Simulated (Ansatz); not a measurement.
# Ta wire along [111], 13 atoms a period: bands along the axis

Wanted: the relaxed geometry and the bands of the Ta wire along [111], 13 atoms a period.

Method: DFT PBE, plane waves, PAW; relaxation of a wire's period; PAW set soft_1, in the first sound run; inputs show where later runs differ, in Ansatz 0.2.0.

## Step 1: The starting structure

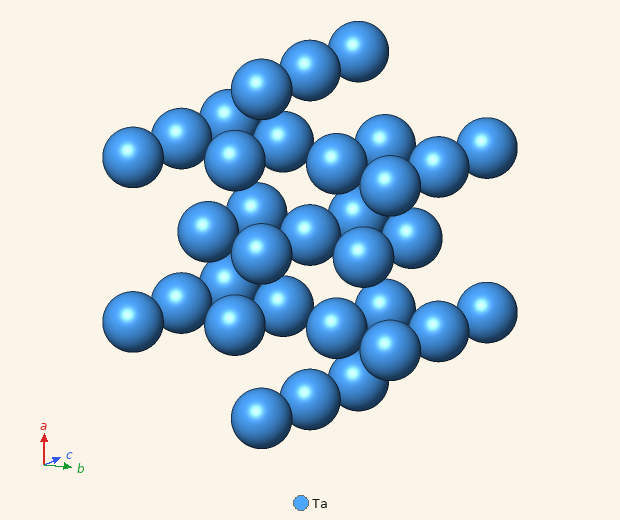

Start, viewed at a slant to the c axis; tantalum blue. 1×1×2 cells are drawn. Some periodic images of atoms are drawn too.

The cell holds 13 atoms: 13 Ta. Cell: a = 16.190 Å, b = 14.932 Å, c = 2.875 Å, α = 90.0°, β = 90.0°, γ = 90.0°. Vacuum lies along a and b. The structure's axis is c.

## Step 2: The relaxed wire

Band widths follow the bond lengths, so the wire is relaxed first. The atoms and the third cell vector are free; the box across stays fixed as vacuum. A Fermi-Dirac smearing is set since the result may be a metal. The pressure printed is a third of the stress's trace over the whole box, vacuum included; only the stress along the axis is relaxed.

input.yaml

```yaml
crystal:
  lattice:
    - [16.19, 0.0, 0.0]
    - [0.0, 14.932, 0.0]
    - [0.0, 0.0, 2.8752043406]
  atoms:
    - { symbol: Ta, position: [0.210006177, 0.500010245, 0.0] }
    - { symbol: Ta, position: [0.355008926, 0.772321588, 0.0] }
    - { symbol: Ta, position: [0.500011676, 0.500010245, 0.0] }
    - { symbol: Ta, position: [0.645014425, 0.772321588, 0.0] }
    - { symbol: Ta, position: [0.355008926, 0.409239797, 0.333333333] }
    - { symbol: Ta, position: [0.500011676, 0.68155114, 0.333333333] }
    - { symbol: Ta, position: [0.645014425, 0.409239797, 0.333333333] }
    - { symbol: Ta, position: [0.355008926, 0.590780692, 0.666666667] }
    - { symbol: Ta, position: [0.500011676, 0.318469349, 0.666666667] }
    - { symbol: Ta, position: [0.645014425, 0.590780692, 0.666666667] }
    - { symbol: Ta, position: [0.355008926, 0.227698902, 0.0] }
    - { symbol: Ta, position: [0.645014425, 0.227698902, 0.0] }
    - { symbol: Ta, position: [0.790017174, 0.500010245, 0.0] }
kpoints:
  mp_grid: { grid: [1, 1, 28] }
scf:
  occupations: { method: fermi_dirac, width: 0.05 }
hamiltonian:
  xc: pbe
  pseudopotentials: { kind: paw, azcp: { folder: soft_1 } }
relax:
  cell: { fix: [a, b, alpha, beta, gamma] }
  max_steps: 45
  f_tol: 0.03
```

On the command line:

```
> ansatz run input.yaml --threads 4 --pin off --max-ram 16384MiB --backend cpu --events-out ev --progress --plain --runs-dir out
```

Numbers of over 12 decimals in the logs are rounded to 6 here.

What it wrote:

```text
Engine: ansatz 0.2.0, aarch64-unknown-linux-gnu
Pseudopotentials: kind: paw
Pseudopotential: Ta, paw, valence charge 13, recommended cutoff 420 eV (normal), soft_1/Ta.paw.azcp
Functional definition: PBE
  parameter kappa = 0.804
  parameter beta = 0.066725
  exchange = pbe_x(kappa = kappa, mu = beta*pi^2/3)
  correlation = pbe_c(beta = beta)
Crystal: 13 atoms, lattice volume = 695.078 Å³
Basis set: ecut = 420 eV, 13571 PW (Γ), exchange–correlation on 240×200×40 points (8 copies of the dense FFT grid, shifted against one another)
Bands: 102, of which v1, the nominal top of the filled ones, is band 85 counted from 1 (84 counted from 0)
Symmetry: 4 space group operations
Space group: P2/m (ITA 10), of the structure as read, at distance tolerance 8.9e-5 Å
k-points: 15 of 28
Non-local potential: Ta, projectors of the file, l = 0: 3, l = 1: 2, l = 2: 2, l = 3: 1
PAW form: soft (Blöchl's): semilocal exchange-correlation on the pseudo side does not see the compensation charge
PAW one-centre angular grid: Ta, 590 points (default); XC on 64 Gauss nodes
Initial density: superposition of atomic densities (neutral atoms: chi_scale 0, normalization atom)
Initial wavefunctions: pseudopotential atomic-orbital guess
Functional: x = pbe(κ = 0.804, μ = 0.219515), c = pbe(β = 0.066725)
SCF iter   1: F=—  HF=-129128.043106 eV  |F-HF|=—  |Δ(HF+E_count)|=         —  Δρ=4.86e-2  dr2=2.12e2  ethr=3.10e-3  ⟨swp⟩=9.8  Hψ=7072  notcnv=0  defer=9
preconditioner: auto → LDOS  [metal: Δε(μ)=0.014 eV  Ē_g=3.945 eV  σ=0.050 eV  W_gap=0.07  n_scr=92 (ndim 8)  ℏωp=11.4 eV  f_vac=0.468  D(μ)=17.87/eV (n_scr^D=92)  β→1.0]
SCF iter   2: F=—  HF=-129126.367682 eV  |F-HF|=—  |Δ(HF+E_count)|=    1.68e0  Δρ=5.87e-2  dr2=3.47e2  ethr=3.10e-3  ⟨swp⟩=7.5  Hψ=5543  notcnv=0  defer=66
SCF iter   3: F=—  HF=-129111.849486 eV  |F-HF|=—  |Δ(HF+E_count)|=    1.45e1  Δρ=1.41e-2  dr2=2.61e0  ethr=3.10e-3  ⟨swp⟩=6.5  Hψ=4400  notcnv=0  defer=10
SCF iter   4: F=—  HF=-129111.926653 eV  |F-HF|=—  |Δ(HF+E_count)|=   7.72e-2  Δρ=8.34e-3  dr2=3.15e0  ethr=1.54e-3  ⟨swp⟩=3.5  Hψ=2880  notcnv=0  defer=11
SCF iter   5: F=—  HF=-129111.798344 eV  |F-HF|=—  |Δ(HF+E_count)|=   1.28e-1  Δρ=2.34e-3  dr2=2.89e-1  ethr=1.54e-3  ⟨swp⟩=2.1  Hψ=1702  notcnv=0  defer=11
SCF iter   6: F=—  HF=-129111.799575 eV  |F-HF|=—  |Δ(HF+E_count)|=   1.23e-3  Δρ=8.49e-4  dr2=1.53e-2  ethr=1.71e-4  ⟨swp⟩=3.3  Hψ=2278  notcnv=0  defer=10
SCF iter   7: F=—  HF=-129111.802023 eV  |F-HF|=—  |Δ(HF+E_count)|=   2.45e-3  Δρ=4.10e-4  dr2=1.20e-2  ethr=9.04e-6  ⟨swp⟩=2.0  Hψ=2047  notcnv=0  defer=10
SCF iter   8: F=—  HF=-129111.801533 eV  |F-HF|=—  |Δ(HF+E_count)|=   4.90e-4  Δρ=1.33e-4  dr2=1.98e-3  ethr=7.07e-6  ⟨swp⟩=1.3  Hψ=1532  notcnv=0  defer=10
SCF iter   9: F=—  HF=-129111.801479 eV  |F-HF|=—  |Δ(HF+E_count)|=   5.42e-5  Δρ=3.55e-5  dr2=3.00e-5  ethr=1.17e-6  ⟨swp⟩=2.2  Hψ=1779  notcnv=0  defer=10
SCF iter  10: F=—  HF=-129111.800852 eV  |F-HF|=—  |Δ(HF+E_count)|=   6.27e-4  Δρ=2.17e-5  dr2=1.33e-5  ethr=1.78e-8  ⟨swp⟩=3.0  Hψ=2389  notcnv=0  defer=10
SCF iter  11: F=—  HF=-129111.800853 eV  |F-HF|=—  |Δ(HF+E_count)|=   8.12e-7  Δρ=1.05e-5  dr2=2.46e-6  ethr=7.85e-9  ⟨swp⟩=2.0  Hψ=1985  notcnv=0  defer=10
SCF iter  12: F=—  HF=-129111.800853 eV  |F-HF|=—  |Δ(HF+E_count)|=   1.12e-7  Δρ=2.58e-6  dr2=1.29e-7  ethr=1.45e-9  ⟨swp⟩=2.1  Hψ=2112  notcnv=0  defer=10
SCF iter  13: F=-129111.800853 eV  HF=-129111.800853 eV  |F-HF|=1.31e-10  |Δ(HF+E_count)|=   1.15e-8  Δρ=7.88e-7  dr2=7.25e-9  ethr=5.92e-11  ⟨swp⟩=5.2  Hψ=4915  notcnv=0
SCF 1 converged in 13 iterations: F = -129111.800853 eV  dr2 = 7.25e-9
  greatest PAW one-centre occupation: 0.999 electrons in one spin orbital (limit 2), on the Ta atom at site 2 (counted from 0), in its partial waves of l = 0
relax step   1: F+E_penalty+E_count = -129111.80085264 eV  Δ(F+E_penalty+E_count) = +0.000e0 eV  max|allowed force component| = 2.097e0 eV/Å  Δτ_max = 0.0000 Å  P = -5.499 GPa  Ω = 695.078 Å³  fix = [a, b, alpha, beta, gamma]  reactions: a -4.674, b -4.693 GPa; alpha +0.003 GPa/rad  (13 SCF iters, dr2 threshold 1.00e-7 eV, accepted)
Crystal: 13 atoms, lattice volume = 668.952 Å³
Basis set: ecut = 420 eV, 13139 PW (Γ), exchange–correlation on 240×200×40 points (8 copies of the dense FFT grid, shifted against one another)
Initial density: handed on by an earlier stage of this run
Initial wavefunctions: those handed on with the density
SCF iter   1: F=—  HF=-129114.949209 eV  |F-HF|=—  |Δ(HF+E_count)|=         —  Δρ=1.74e-2  dr2=6.31e0  ethr=3.10e-3  ⟨swp⟩=10.0  Hψ=6855  notcnv=0  defer=2
preconditioner: auto → LDOS  [metal: Δε(μ)=0.011 eV  Ē_g=3.296 eV  σ=0.050 eV  W_gap=0.05  n_scr=92 (ndim 8)  ℏωp=11.6 eV  f_vac=0.506  D(μ)=14.88/eV (n_scr^D=78)  β→1.0]
SCF iter   2: F=—  HF=-129114.498977 eV  |F-HF|=—  |Δ(HF+E_count)|=   4.50e-1  Δρ=1.20e-2  dr2=6.43e0  ethr=3.10e-3  ⟨swp⟩=3.3  Hψ=2669  notcnv=0  defer=29
SCF iter   3: F=—  HF=-129114.121474 eV  |F-HF|=—  |Δ(HF+E_count)|=   3.78e-1  Δρ=3.00e-3  dr2=1.73e-1  ethr=3.10e-3  ⟨swp⟩=2.1  Hψ=2075  notcnv=0  defer=29
SCF iter   4: F=—  HF=-129114.111903 eV  |F-HF|=—  |Δ(HF+E_count)|=   9.57e-3  Δρ=1.02e-3  dr2=2.18e-2  ethr=1.02e-4  ⟨swp⟩=2.2  Hψ=2394  notcnv=0  defer=28
SCF iter   5: F=—  HF=-129114.113100 eV  |F-HF|=—  |Δ(HF+E_count)|=   1.20e-3  Δρ=3.52e-4  dr2=1.60e-3  ethr=1.29e-5  ⟨swp⟩=2.3  Hψ=2387  notcnv=0  defer=28
SCF iter   6: F=—  HF=-129114.113400 eV  |F-HF|=—  |Δ(HF+E_count)|=   3.00e-4  Δρ=1.05e-4  dr2=1.65e-4  ethr=9.49e-7  ⟨swp⟩=2.0  Hψ=2053  notcnv=0  defer=28
SCF iter   7: F=—  HF=-129114.112760 eV  |F-HF|=—  |Δ(HF+E_count)|=   6.40e-4  Δρ=3.43e-5  dr2=1.68e-5  ethr=9.79e-8  ⟨swp⟩=2.0  Hψ=2070  notcnv=0  defer=28
SCF iter   8: F=—  HF=-129114.112761 eV  |F-HF|=—  |Δ(HF+E_count)|=   1.36e-6  Δρ=1.48e-5  dr2=4.09e-6  ethr=9.97e-9  ⟨swp⟩=2.4  Hψ=2769  notcnv=0  defer=28
SCF iter   9: F=-129114.112761 eV  HF=-129114.112762 eV  |F-HF|=6.37e-7  |Δ(HF+E_count)|=   3.30e-7  Δρ=6.39e-6  dr2=8.79e-7  ethr=7.69e-10  ⟨swp⟩=5.0  Hψ=5201  notcnv=0
SCF 2 converged in 9 iterations: F = -129114.112761 eV  dr2 = 8.79e-7
  greatest PAW one-centre occupation: 0.999 electrons in one spin orbital (limit 2), on the Ta atom at site 8 (counted from 0), in its partial waves of l = 0
[...]
SCF 3 converged in 8 iterations: F = -129114.168195 eV  dr2 = 2.71e-7
relax step   3: F+E_penalty+E_count = -129114.16819456 eV  Δ(F+E_penalty+E_count) = -5.543e-2 eV  max|allowed force component| = 4.526e-1 eV/Å  Δτ_max = 0.1608 Å  P = +0.900 GPa  Ω = 661.905 Å³  energy of the carried Pulay correction = +2.342e-3 eV  fix = [a, b, alpha, beta, gamma]  reactions: a +1.598, b +1.556 GPa; alpha -0.009 GPa/rad  (8 SCF iters, dr2 threshold 1.30e-6 eV, accepted)
[...]
relax step   4: F+E_penalty+E_count = -129114.34646018 eV  Δ(F+E_penalty+E_count) = -1.783e-1 eV  max|allowed force component| = 9.954e-2 eV/Å  Δτ_max = 0.0708 Å  P = -0.098 GPa  Ω = 659.089 Å³  energy of the carried Pulay correction = +2.546e-3 eV  fix = [a, b, alpha, beta, gamma]  reactions: a +0.249, b +0.196 GPa; alpha -0.004 GPa/rad  (8 SCF iters, dr2 threshold 1.30e-6 eV, accepted)
[...]
relax step   5: F+E_penalty+E_count = -129114.36705685 eV  Δ(F+E_penalty+E_count) = -2.060e-2 eV  max|allowed force component| = 6.139e-2 eV/Å  Δτ_max = 0.0178 Å  P = -0.116 GPa  Ω = 655.366 Å³  energy of the carried Pulay correction = +2.817e-3 eV  fix = [a, b, alpha, beta, gamma]  reactions: a +0.080, b +0.023 GPa; alpha -0.002 GPa/rad  (7 SCF iters, dr2 threshold 1.30e-6 eV, accepted)
[...]
relax step   6: F+E_penalty+E_count = -129114.37753395 eV  Δ(F+E_penalty+E_count) = -1.048e-2 eV  max|allowed force component| = 1.955e-2 eV/Å  Δτ_max = 0.0228 Å  P = -0.057 GPa  Ω = 650.100 Å³  energy of the carried Pulay correction = +3.203e-3 eV  fix = [a, b, alpha, beta, gamma]  reactions: a -0.076, b -0.140 GPa; alpha +0.001 GPa/rad  (7 SCF iters, dr2 threshold 5.11e-7 eV, accepted)
Basis set: ecut = 420 eV, 12811 PW (Γ), exchange–correlation on 240×200×36 points (8 copies of the dense FFT grid, shifted against one another)
Initial wavefunctions: pseudopotential atomic-orbital guess (no wavefunctions were taken with the density)
iter 1 solved again at ethr=4.20e-6 eV; its pass at ethr=3.10e-3 eV (dr2=7.10e-3 eV) is discarded
SCF iter   1: F=—  HF=-129114.375094 eV  |F-HF|=—  |Δ(HF+E_count)|=         —  Δρ=6.63e-5  dr2=3.55e-6  ethr=4.20e-6  ⟨swp⟩=3.9  Hψ=10411  notcnv=0
eigensolver tolerance schedule: the retry pair's looser diagonalisation over-reported the residual by 2002.66 of it (diagonalisation noise at an unbounded share of the residual, at the tolerance the schedule requests for it); recorded, not acted on — ethr = c·dr2/N_el stays at c = 1.0e-1
preconditioner: auto → LDOS  [metal: Δε(μ)=0.031 eV  Ē_g=3.261 eV  σ=0.050 eV  W_gap=0.16  n_scr=92 (ndim 8)  ℏωp=11.7 eV  f_vac=0.496  D(μ)=18.70/eV (n_scr^D=96)  β→1.0]
SCF iter   2: F=—  HF=-129114.374920 eV  |F-HF|=—  |Δ(HF+E_count)|=   1.75e-4  Δρ=7.48e-6  dr2=3.87e-7  ethr=2.10e-9  ⟨swp⟩=3.9  Hψ=4223  notcnv=0
SCF iter   3: F=—  HF=-129114.374920 eV  |F-HF|=—  |Δ(HF+E_count)|=   1.44e-8  Δρ=3.23e-6  dr2=2.27e-7  ethr=2.29e-10  ⟨swp⟩=2.0  Hψ=2638  notcnv=0
SCF iter   4: F=—  HF=-129114.374919 eV  |F-HF|=—  |Δ(HF+E_count)|=   3.60e-8  Δρ=1.32e-6  dr2=1.38e-8  ethr=1.34e-10  ⟨swp⟩=2.0  Hψ=2017  notcnv=0
SCF iter   5: F=—  HF=-129114.374919 eV  |F-HF|=—  |Δ(HF+E_count)|=   4.09e-9  Δρ=3.85e-7  dr2=2.42e-9  ethr=8.17e-12  ⟨swp⟩=3.0  Hψ=3230  notcnv=0
SCF iter   6: F=—  HF=-129114.374919 eV  |F-HF|=—  |Δ(HF+E_count)|=  2.91e-10  Δρ=1.02e-7  dr2=2.23e-10  ethr=1.43e-12  ⟨swp⟩=2.0  Hψ=2022  notcnv=0
SCF iter   7: F=-129114.374919 eV  HF=-129114.374919 eV  |F-HF|=0.00e0  |Δ(HF+E_count)|=  5.82e-11  Δρ=3.70e-8  dr2=2.65e-11  ethr=1.00e-12  ⟨swp⟩=5.0  Hψ=5471  notcnv=0
SCF 7 converged in 7 iterations: F = -129114.374919 eV  dr2 = 2.65e-11
relax step   7: F+E_penalty+E_count = -129114.37491948 eV  Δ(F+E_penalty+E_count) = +2.614e-3 eV  max|allowed force component| = 1.959e-2 eV/Å  Δτ_max = 0.0000 Å  P = -0.058 GPa  Ω = 650.100 Å³  fix = [a, b, alpha, beta, gamma]  reactions: a -0.075, b -0.139 GPa; alpha +0.001 GPa/rad  stress off target by 4.14e-2 GPa on what of the cell is left free  SCF on the basis re-selected at this cell (its energy is not comparable with the rows above)  (7 SCF iters)
basis re-selected at this cell: Δ(F+E_penalty+E_count) = +2.614e-3 eV, ΔP = -0.001 GPa vs the last step (what re-selecting the basis moved, of the pressure what is left beyond the Pulay correction that the steps carried, after the strain that the cell walked since its last selection, with what the two solves' SCF thresholds leave and, on support functions, any second-order correction that the steps lacked; it is no measure of the basis error at this ecutwfc). The dense FFT grid was sized anew with the basis: this SCF ran on 120×100×18 points, the steps before it on 120×100×20, so part of this shift can come from that change (see relax.cell in the input reference). [rest of the remark cut]
SCF converged after 7 iterations
Free energy (F): -129114.374919 eV
Harris-Foulkes:  -129114.374919 eV  (|F-HF|=0.00e0)
Internal energy: -129114.219709 eV  (E = F + TS)
E sigma→0 (E₀):  -129114.297314 eV
Entropy (-TS):   -0.155211 eV (-11.939 meV/atom)
Fermi energy:    4.412474 eV
--- Per-component energies (eV) ---
  E_band       = -3771.455334
  E_kinetic    = 5115.961112
  E_local      = -73223.432230  (includes V_loc(G=0)·N_el)
  E_nonlocal   = -140.892669
  E_hartree    = 34416.578474
  E_xc         = -4163.146146
  E_vxc        = -3019.393748  (∫ρ·V_xc dr)
  E_paw        = -107958.686719  (= ΣΔE_a)
  E_vpaw       = -1336.856613  (= ΣTr[D̂ρ^β])
  E_aug_tail   = 0.001201  (compensation charges beyond the density's cutoff)
  E_ewald      = 16839.397267
  E_smearing   = -0.155211  (= −TS)
  E_closure    = 0.000000  (closes the sum)
  Σ components = -129114.374919   (vs F -129114.374919, Δ=0.00e0)
--- Forces (eV/Å), atoms counted from 1 ---
  atom   1  Ta     0.00061261     0.00000000     0.00000000
  atom   2  Ta    -0.00046949    -0.00100445     0.00071751
  atom   3  Ta     0.00000000     0.00000000     0.00000000
  atom   4  Ta     0.00046949    -0.00100445     0.00071751
  atom   5  Ta     0.01852539     0.01018543     0.01371395
  atom   6  Ta     0.00000000    -0.01959060     0.01288779
  atom   7  Ta    -0.01852539     0.01018543     0.01371395
  atom   8  Ta     0.01852539    -0.01018543    -0.01371395
  atom   9  Ta     0.00000000     0.01959060    -0.01288779
  atom  10  Ta    -0.01852539    -0.01018543    -0.01371395
  atom  11  Ta    -0.00046949     0.00100445    -0.00071751
  atom  12  Ta     0.00046949     0.00100445    -0.00071751
  atom  13  Ta    -0.00061261     0.00000000     0.00000000
  max |Σ_I F_I| component: 1.73e-18 eV/Å
--- Stress (GPa, compression-positive) ---
       -0.074847       0.000000       0.000000
        0.000000      -0.139364      -0.001174
        0.000000      -0.001174       0.041355
  P = ⅓ Tr σ = -0.0576 GPa (-0.576 kbar)
--- Relaxed structure (6 steps of the walk, 6 accepted, 1 SCFs on fresh bases) ---
  F+E_penalty+E_count = -129114.37491948 eV   max|allowed force component| = 1.959e-2 eV/Å   (the final SCF, on the basis selected at the relaxed cell)
  cell:  # Å, volume = 650.1003 Å³
    - [16.19, 0.0, 0.0]
    - [0.0, 14.932, 0]
    - [0.0, 0, 2.689153]
  atoms:
    - { symbol: Ta, position: [0.218558, 0.500010, -1.6243747591951927e-19] }
    - { symbol: Ta, position: [0.359143, 0.764506, 0.000439226] }
    - { symbol: Ta, position: [0.500012, 0.500010, -1.6243747591951927e-19] }
    - { symbol: Ta, position: [0.640880, 0.764506, 0.000439226] }
    - { symbol: Ta, position: [0.349024, 0.405376, 0.379876] }
    - { symbol: Ta, position: [0.500012, 0.689124, 0.379997] }
    - { symbol: Ta, position: [0.651000, 0.405376, 0.379876] }
    - { symbol: Ta, position: [0.349024, 0.594645, 0.620124] }
    - { symbol: Ta, position: [0.500012, 0.310896, 0.620003] }
    - { symbol: Ta, position: [0.651000, 0.594645, 0.620124] }
    - { symbol: Ta, position: [0.359143, 0.235515, -0.000439226] }
    - { symbol: Ta, position: [0.640880, 0.235515, -0.000439226] }
    - { symbol: Ta, position: [0.781466, 0.500010, -1.6243747591951927e-19] }
```

Elapsed: 4.4 min, on 4 threads of Arm Neoverse N1, shared host; peak memory 2.1 GiB.

(Part 1 of 2 ends here.)

[Logs are printed without paths, hosts, clocks, repeated set-up lines and the standing remarks that a program may print on its own settings, such as how far it seeks lower states.]

[Hosts, paths, dates, database ids (printed as entryN), source tags and the programs' standing remarks are cut or masked in the printed files.]
